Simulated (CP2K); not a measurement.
# SnHSBr (SMILES [SH][Sn][Br]): GFN1-xTB

Aim: the vertical singlet–triplet gap of SnHSBr at GFN1-xTB, from 2 runs. 

The calculation is run with CP2K 2026.2.

1 further run of the same task is left out (it didn't finish).

## 1. The system as given

The species is SnHSBr (4 atoms), meant as a singlet with charge 0. As SMILES, `[SH][Sn][Br]`. The shape comes from GFN2-xTB, which is rough for such elements, and wasn't checked as a minimum.

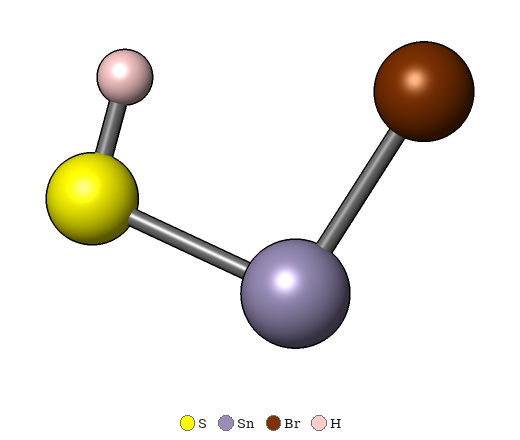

The structure, seen from a chosen angle (sulfur yellow, tin purple, bromine brown, hydrogen pink).

## 2. Energy and forces at GFN1-xTB

gas.inp reads:

```
&GLOBAL
 PROJECT gas
 RUN_TYPE ENERGY_FORCE
 PRINT_LEVEL MEDIUM
&END GLOBAL

&FORCE_EVAL
 METHOD Quickstep
 &DFT
  CHARGE 0
  MULTIPLICITY 1
  &QS
   METHOD XTB
   EPS_DEFAULT 1.0E-10
   &XTB
    GFN_TYPE 1
    CHECK_ATOMIC_CHARGES F
   &END XTB
  &END QS
  &POISSON
   PERIODIC NONE
   POISSON_SOLVER ANALYTIC
  &END POISSON
  ! self-consistent field
  &SCF
   SCF_GUESS ATOMIC
   EPS_SCF 1.0E-07
   MAX_SCF 40
   &OT ON
    MINIMIZER CG
    PRECONDITIONER FULL_SINGLE_INVERSE
   &END OT
   &OUTER_SCF
    EPS_SCF 1.0E-07
    MAX_SCF 10
   &END OUTER_SCF
  &END SCF
  &PRINT
   &MOMENTS
    PERIODIC F
    REFERENCE COM
    MAX_MOMENT 1
   &END MOMENTS
   &MO_CUBES
    NLUMO 3
    NHOMO -1
    WRITE_CUBE F
   &END MO_CUBES
   &HIRSHFELD OFF
   &END HIRSHFELD
  &END PRINT
 &END DFT
 ! structure
 &SUBSYS
  &CELL
   ABC [angstrom] 13.8 15.2 13.9
   PERIODIC NONE
  &END CELL
  &COORD
   UNIT bohr
   S     -0.5309375     2.6144361    -1.3868133
   Sn    -2.0477072    -1.7606767    -0.9851142
   Br     1.1693058    -3.3703265     2.1813676
   H      1.4093388     2.5165672     0.1905600
  &END COORD
  &TOPOLOGY
   &CENTER_COORDINATES
   &END CENTER_COORDINATES
  &END TOPOLOGY
 &END SUBSYS
 ! extra output
 &PRINT
  &FORCES ON
  &END FORCES
 &END PRINT
&END FORCE_EVAL
```

Run with:

```console
$ OMP_NUM_THREADS=1 cp2k.psmp -i gas.inp -o gas.out
```

Log:

```text
CP2K| version string:                                       CP2K version 2026.2
[...]
 GLOBAL| Method name                                                        CP2K
[...]
 GLOBAL| Run type                                                   ENERGY_FORCE
[...]
                             - Atoms:                                          4
[...]
                             - Spherical basis functions:                     29
[...]
 Number of electrons:                                                         18
[...]
     1 OT CG       0.80E-01    0.0     0.10909554       -10.5925364558 -1.06E+01
[...]
    21 OT CG       0.66E-01    0.0     0.00000006       -10.6905193492 -1.24E-13
  *** SCF run converged in    21 steps ***
[...]
 TB_DIPOLE| Moment [Debye]         -1.17355670      -0.98774314      -0.57721084
 TB_DIPOLE| Derivative [a.u.]       0.00000000       0.00000000       0.00000000
[...]
 ENERGY| Total FORCE_EVAL ( QS ) energy [hartree]            -10.690519349242578
 FORCES| Atomic forces [hartree/bohr]
 FORCES|   Atom     x               y               z               |f|
 FORCES|      1 -6.09535055E-05 -8.54219967E-03  3.05825382E-03   9.07335698E-03
 FORCES|      2  4.71328473E-03  7.91005410E-03  8.67087092E-04   9.24855929E-03
 FORCES|      3 -1.58759599E-03  2.02594627E-04 -1.35680244E-03   2.09819409E-03
 FORCES|      4 -3.06473524E-03  4.29550942E-04 -2.56853848E-03   4.02175410E-03
 FORCES| Sum    -8.84708973E-17 -1.12757026E-17  4.20670443E-17
 FORCES| Total atomic force                                       9.86097224E-17
[...]
```

Wall time 0.91 s (1 thread of Arm Neoverse N1, shared host); peak memory 0.15 GiB.

## 3. The triplet at the same level

qs.inp reads:

```
&global
  project qs
  run_type ENERGY_FORCE
  print_level MEDIUM
&end

&force_eval
  method QS
  &dft
    charge 0
    multiplicity 3
    unrestricted_kohn_sham T
    # Quickstep
    &qs
      method XTB
      eps_default 1.0E-10
      &xtb
        gfn_type 1
        check_atomic_charges F
      &end
    &end
    &poisson
      periodic NONE
      poisson_solver ANALYTIC
    &end
    &scf
      scf_guess ATOMIC
      eps_scf 1.0E-07
      max_scf 100
      &diagonalization
        algorithm STANDARD
      &end
      &mixing
        method BROYDEN_MIXING
        alpha 0.2
        nbuffer 8
      &end
    &end
    # extra output
    &print
      &moments
        periodic F
        reference COM
        max_moment 1
      &end
      &mo ON
        energies T
        occupation_numbers T
        ndigits 6
        &each
          qs_scf 0
        &end
        add_last NUMERIC
      &end
      &hirshfeld OFF
      &end
    &end
  &end
  &subsys
    # box in angstrom
    &cell
      abc [angstrom] 13.8 15.2 13.9
      periodic NONE
    &end
    &coord
      UNIT bohr
      S     -0.5309375     2.6144361    -1.3868133
      Sn    -2.0477072    -1.7606767    -0.9851142
      Br     1.1693058    -3.3703265     2.1813676
      H      1.4093388     2.5165672     0.1905600
    &end
    &topology
      &center_coordinates
      &end
    &end
  &end
  # extra output
  &print
    &forces ON
    &end
  &end
&end
```

Run with:

```console
$ OMP_NUM_THREADS=1 cp2k.psmp -i qs.inp -o qs.out
```

Log:

```text
CP2K| version string:                                       CP2K version 2026.2
[...]
 GLOBAL| Method name                                                        CP2K
[...]
 GLOBAL| Run type                                                   ENERGY_FORCE
[...]
                             - Atoms:                                          4
[...]
                             - Spherical basis functions:                     29
[...]
 Number of electrons:                                                         10
[...]
     1 NoMix/Diag. 0.20E+00    0.0     0.80347364       -10.5178660785 -1.05E+01
[...]
    99 Broy./Diag. 0.20E+00    0.0     0.00000005       -10.5517985544  3.18E-08
  *** SCF run converged in    99 steps ***
[...]
 TB_DIPOLE| Moment [Debye]          0.02450419       0.30396758      -0.09628913
 TB_DIPOLE| Derivative [a.u.]       0.00000000       0.00000000       0.00000000
[...]
 ENERGY| Total FORCE_EVAL ( QS ) energy [hartree]            -10.551798555834779
 FORCES| Atomic forces [hartree/bohr]
 FORCES|   Atom     x               y               z               |f|
 FORCES|      1  5.97752276E-03  1.39552769E-02 -3.58428825E-04   1.51858158E-02
 FORCES|      2 -9.64606791E-03 -7.05771439E-03 -5.12709107E-03   1.30055766E-02
 FORCES|      3  7.34128956E-03 -5.43448854E-03  7.88681967E-03   1.20677306E-02
 FORCES|      4 -3.67274441E-03 -1.46307397E-03 -2.40129977E-03   4.62556780E-03
 FORCES| Sum    -5.24753851E-17 -2.12503626E-17 -1.34441069E-17
 FORCES| Total atomic force                                       5.81892427E-17
[...]
```

Wall time 0.85 s (1 thread of Arm Neoverse N1, shared host); peak memory 0.15 GiB.

## 4. What came out

Level: GFN1-xTB.

| quantity | value |
| --- | --- |
| singlet: total energy | -10.69052 Eh |
| singlet: dipole moment (from atomic charges alone) | 1.64 D |
| singlet: HOMO energy | -10.85 eV |
| singlet: dispersion energy | -4.51 kJ/mol |
| singlet: largest force on an atom | 0.476 eV/Å |
| triplet: total energy | -10.55180 Eh |
| triplet: dipole moment (from atomic charges alone) | 0.32 D |
| triplet: HOMO energy (highest over α and β) | -7.18 eV |
| triplet: dispersion energy | -4.51 kJ/mol |
| triplet: largest force on an atom | 0.781 eV/Å |
| vertical energy of the triplet above the singlet | 3.775 eV |

The method runs without spin polarisation, so open shells lack the exchange term that lowers high spin: such gaps come out too high and can have the wrong sign. The largest force (singlet) is 0.48 eV/Å: the shape isn't a stationary point for this species at this level. At this shape the triplet lies 3.77 eV (87 kcal/mol) above the singlet. The dipole (singlet) comes from point charges on the atoms alone, without atomic dipoles, so it is partial. The dipole (triplet) comes from point charges on the atoms alone, without atomic dipoles, so it is partial.
